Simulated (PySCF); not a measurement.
# NMR shielding calculation, with input and output: Si10H10O15 (charge +2)

- system: Si10H10O15, charge +2
- method: GIAO B3LYP/3-21G NMR shielding, non-relativistic, gas phase (PySCF 2.14.0)

Some settings of this run were made unusual or wrong on purpose. The geometry comes from this level: GFN2-xTB. Figures and captions count atoms from 1; the log counts them from 0 in places.

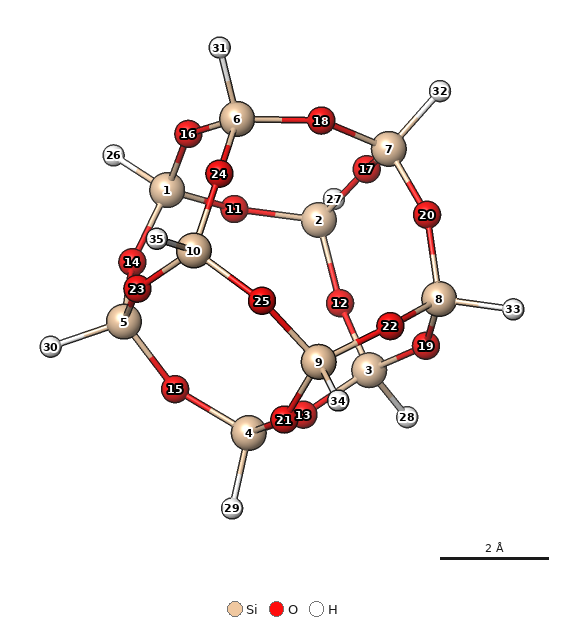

*The input geometry (ball-and-stick view, seen at a tilt; atoms are numbered from 1 in the order of the input).*

Bond lengths as drawn: H–Si 1.45 Å and O–Si 1.61 Å.

## The input
```
{"job": {"kind": "nmr", "basis": "3-21G", "pop": false, "xc": "B3LYP", "scf": {"max_cycle": 55}}, "charge": 2, "multiplicity": 1}
Si     2.660333     0.000405     1.545517
Si     0.822084     2.531172     1.544375
Si    -2.152878     1.564693     1.545451
Si    -2.153013    -1.562719     1.545527
Si     0.821694    -2.529819     1.545868
Si     2.660408     0.000031    -1.544700
Si     0.822366     2.530994    -1.545533
Si    -2.152462     1.564397    -1.545065
Si    -2.152404    -1.563394    -1.544594
Si     0.822100    -2.530655    -1.544109
O      1.821065     1.323974     1.920435
O     -0.696195     2.143240     1.920129
O     -2.253060     0.000955     1.921978
O      1.822190    -1.323666     1.921174
O     -0.696211    -2.140142     1.920713
O      3.128817     0.000128     0.000453
O      0.966821     2.976294    -0.000584
O      1.821737     1.323808    -1.920737
O     -2.531939     1.838985     0.000132
O     -0.695999     2.142945    -1.920816
O     -2.531671    -1.837244     0.000475
O     -2.251335     0.000392    -1.921045
O      0.966951    -2.975428     0.001030
O      1.821757    -1.323910    -1.920451
O     -0.695923    -2.141774    -1.919783
H      3.866097     0.001286     2.342997
H      1.194934     3.677831     2.341822
H     -3.128107     2.274184     2.342792
H     -3.128087    -2.271934     2.342912
H      1.193182    -3.676609     2.343706
H      3.866318     0.000164    -2.342480
H      1.195305     3.676922    -2.343748
H     -3.128416     2.273245    -2.342419
H     -3.127899    -2.271868    -2.342168
H      1.194681    -3.677352    -2.341717
```

The first line tells a small driver script what to run in PySCF; the rest is the geometry in Å.

Hardware: 2 CPU threads, shared host.

Run as:
```bash
OMP_NUM_THREADS=2 python <driver script> task.json out
```

## The program's output
```
final grid: 307211 points
cycle   1  E = -4007.2882115365  dE =  5.744e+00  |g| = 2.548e+00  |ddm| = 6.667e+00
cycle   2  E = -4005.8981911922  dE =  1.390e+00  |g| = 3.656e+00  |ddm| = 5.156e+00
cycle   3  E = -4008.1541860839  dE = -2.256e+00  |g| = 8.457e-01  |ddm| = 3.893e+00
cycle   4  E = -4008.3298690115  dE = -1.757e-01  |g| = 4.799e-01  |ddm| = 2.392e+00
cycle   5  E = -4008.3524625964  dE = -2.259e-02  |g| = 4.096e-01  |ddm| = 2.326e+00
cycle   6  E = -4008.3957126341  dE = -4.325e-02  |g| = 2.550e-01  |ddm| = 2.042e+00
cycle   7  E = -4008.3629444920  dE =  3.277e-02  |g| = 3.930e-01  |ddm| = 2.320e+00
cycle   8  E = -4008.4056993127  dE = -4.275e-02  |g| = 2.284e-01  |ddm| = 1.221e+00
cycle   9  E = -4008.3935925034  dE =  1.211e-02  |g| = 2.469e-01  |ddm| = 2.027e+00
cycle  10  E = -4008.3987166123  dE = -5.124e-03  |g| = 2.401e-01  |ddm| = 1.675e+00
cycle  11  E = -4008.4114300276  dE = -1.271e-02  |g| = 1.635e-01  |ddm| = 2.329e+00
cycle  12  E = -4008.4124554610  dE = -1.025e-03  |g| = 1.657e-01  |ddm| = 9.059e-01
cycle  13  E = -4008.4153421882  dE = -2.887e-03  |g| = 1.400e-01  |ddm| = 1.026e+00
cycle  14  E = -4008.4175173428  dE = -2.175e-03  |g| = 1.296e-01  |ddm| = 1.894e-01
cycle  15  E = -4008.4200610705  dE = -2.544e-03  |g| = 1.067e-01  |ddm| = 4.236e-01
cycle  16  E = -4008.4215117863  dE = -1.451e-03  |g| = 9.937e-02  |ddm| = 2.761e-01
cycle  17  E = -4008.4216935789  dE = -1.818e-04  |g| = 9.357e-02  |ddm| = 2.219e-01
cycle  18  E = -4008.4260397974  dE = -4.346e-03  |g| = 6.264e-02  |ddm| = 4.869e-01
cycle  19  E = -4008.4129709530  dE =  1.307e-02  |g| = 2.001e-01  |ddm| = 8.523e-01
cycle  20  E = -4008.4256448144  dE = -1.267e-02  |g| = 9.687e-02  |ddm| = 5.841e-01
cycle  21  E = -4008.4290363864  dE = -3.392e-03  |g| = 4.674e-02  |ddm| = 2.291e-01
cycle  22  E = -4008.4293031985  dE = -2.668e-04  |g| = 4.754e-02  |ddm| = 9.102e-02
cycle  23  E = -4008.4296338404  dE = -3.306e-04  |g| = 3.921e-02  |ddm| = 7.093e-02
cycle  24  E = -4008.4298492735  dE = -2.154e-04  |g| = 3.436e-02  |ddm| = 5.907e-02
cycle  25  E = -4008.4296979911  dE =  1.513e-04  |g| = 4.048e-02  |ddm| = 1.143e-01
cycle  26  E = -4008.4284672865  dE =  1.231e-03  |g| = 7.553e-02  |ddm| = 2.100e-01
cycle  27  E = -4008.4305204655  dE = -2.053e-03  |g| = 1.864e-02  |ddm| = 1.590e-01
cycle  28  E = -4008.4298805922  dE =  6.399e-04  |g| = 4.422e-02  |ddm| = 1.208e-01
cycle  29  E = -4008.4304283349  dE = -5.477e-04  |g| = 2.617e-02  |ddm| = 1.263e-01
cycle  30  E = -4008.4307187118  dE = -2.904e-04  |g| = 8.058e-03  |ddm| = 6.067e-02
cycle  31  E = -4008.4307589544  dE = -4.024e-05  |g| = 5.887e-03  |ddm| = 5.120e-02
cycle  32  E = -4008.4307854605  dE = -2.651e-05  |g| = 4.650e-03  |ddm| = 4.230e-02
cycle  33  E = -4008.4307795608  dE =  5.900e-06  |g| = 6.251e-03  |ddm| = 2.301e-02
cycle  34  E = -4008.4307900749  dE = -1.051e-05  |g| = 2.965e-03  |ddm| = 2.090e-02
cycle  35  E = -4008.4307987240  dE = -8.649e-06  |g| = 1.987e-03  |ddm| = 2.690e-02
cycle  36  E = -4008.4308019123  dE = -3.188e-06  |g| = 2.366e-03  |ddm| = 9.372e-03
cycle  37  E = -4008.4308001312  dE =  1.781e-06  |g| = 1.126e-03  |ddm| = 6.922e-03
cycle  38  E = -4008.4308020530  dE = -1.922e-06  |g| = 6.193e-04  |ddm| = 1.050e-02
cycle  39  E = -4008.4308021109  dE = -5.788e-08  |g| = 1.027e-03  |ddm| = 7.105e-03
cycle  40  E = -4008.4308016378  dE =  4.731e-07  |g| = 8.078e-04  |ddm| = 2.793e-03
cycle  41  E = -4008.4308016329  dE =  4.944e-09  |g| = 6.728e-04  |ddm| = 3.297e-03
cycle  42  E = -4008.4308018141  dE = -1.813e-07  |g| = 4.065e-04  |ddm| = 1.850e-03
cycle  43  E = -4008.4307981742  dE =  3.640e-06  |g| = 3.283e-04  |ddm| = 2.865e-03
cycle  44  E = -4008.4308015409  dE = -3.367e-06  |g| = 3.042e-04  |ddm| = 2.489e-03
cycle  45  E = -4008.4308031916  dE = -1.651e-06  |g| = 2.712e-04  |ddm| = 4.645e-03
cycle  46  E = -4008.4307993609  dE =  3.831e-06  |g| = 2.738e-04  |ddm| = 2.290e-03
cycle  47  E = -4008.4308034631  dE = -4.102e-06  |g| = 2.394e-04  |ddm| = 8.507e-04
cycle  48  E = -4008.4308055995  dE = -2.136e-06  |g| = 3.057e-04  |ddm| = 2.020e-03
cycle  49  E = -4008.4308001780  dE =  5.422e-06  |g| = 1.220e-04  |ddm| = 5.059e-03
cycle  50  E = -4008.4308008735  dE = -6.955e-07  |g| = 7.912e-05  |ddm| = 1.898e-03
converged SCF energy = -4008.4308008735

GIAO shielding tensors (ppm)
atom      isotropic    diamagn.    paramagn.     s11        s22        s33       span
  0 Si     519.868     873.390    -353.522    303.563    536.398    719.645    416.082
  1 Si     688.206     873.381    -185.174    448.764    547.228   1068.626    619.862
  2 Si     641.737     873.306    -231.569    304.366    637.307    983.538    679.172
  3 Si     577.954     873.231    -295.277    428.070    585.899    719.894    291.824
  4 Si     554.049     873.205    -319.155    312.229    552.232    797.687    485.458
  5 Si     642.811     873.310    -230.498    304.632    636.414    987.387    682.755
  6 Si     688.203     873.382    -185.178    448.107    547.903   1068.599    620.493
  7 Si     519.241     873.386    -354.145    303.595    536.908    717.221    413.626
  8 Si     555.985     873.207    -317.222    315.065    551.809    801.080    486.015
  9 Si     578.588     873.230    -294.642    429.263    585.416    721.084    291.821
 10 O     1423.914     414.154    1009.761   -657.106     60.683   4868.165   5525.271
 11 O      637.180     411.429     225.751  -1310.699    332.086   2890.154   4200.852
 12 O      526.143     414.457     111.686  -1458.487    366.831   2670.086   4128.573
 13 O      365.403     414.389     -48.986  -1117.631    288.077   1925.763   3043.394
 14 O     -365.977     412.031    -778.008  -3298.808    691.003   1509.873   4808.681
 15 O     -216.317     411.864    -628.182  -3011.790    870.262   1492.575   4504.365
 16 O     2126.875     414.136    1712.739    240.237   1000.350   5140.040   4899.803
 17 O      643.367     411.430     231.937  -1315.891    338.181   2907.812   4223.703
 18 O     -223.642     411.863    -635.505  -3009.827    853.426   1485.476   4495.303
 19 O     1428.725     414.146    1014.580   -655.811     54.803   4887.184   5542.995
 20 O      607.836     412.281     195.555  -1092.113    135.479   2780.141   3872.254
 21 O      363.914     414.391     -50.478  -1123.369    290.048   1925.062   3048.431
 22 O      601.364     412.273     189.091  -1089.562    126.796   2766.857   3856.420
 23 O      533.391     414.448     118.943  -1452.370    359.748   2692.797   4145.167
 24 O     -367.210     412.025    -779.235  -3306.031    699.779   1504.622   4810.653
 25 H       34.509      29.198       5.311     19.226     24.675     59.626     40.400
 26 H       25.422      28.787      -3.365     10.390     20.471     45.406     35.016
 27 H       33.357      28.118       5.240     18.779     22.572     58.721     39.942
 28 H       20.942      29.161      -8.219     14.340     18.911     29.576     15.236
 29 H       22.377      29.053      -6.676     11.889     20.892     34.350     22.460
 30 H       33.370      28.110       5.260     18.740     22.576     58.795     40.054
 31 H       25.473      28.795      -3.322     10.414     20.480     45.526     35.112
 32 H       34.537      29.190       5.346     19.264     24.660     59.686     40.422
 33 H       22.293      29.057      -6.764     11.778     20.872     34.229     22.451
 34 H       20.965      29.159      -8.194     14.267     18.951     29.676     15.409
```

## What the run reported

| quantity | value |
| --- | --- |
| outcome | converged |
| total energy | −4008.430801 hartree |
| HOMO | −16.13 eV |
| LUMO | −15.65 eV |
| isotropic shielding, Si | 519.2 to 688.2 ppm |
| isotropic shielding, O | −367.2 to 2126.9 ppm |
| isotropic shielding, H | 20.9 to 34.5 ppm |
| wall time | 2.4 min (CPU time 4.7 min) |
| peak memory | 1.8 GiB |

## Diagnosis

Some settings of this run were drawn to be unusual or wrong. It converged; results that depend on the unusual settings are not reference values.
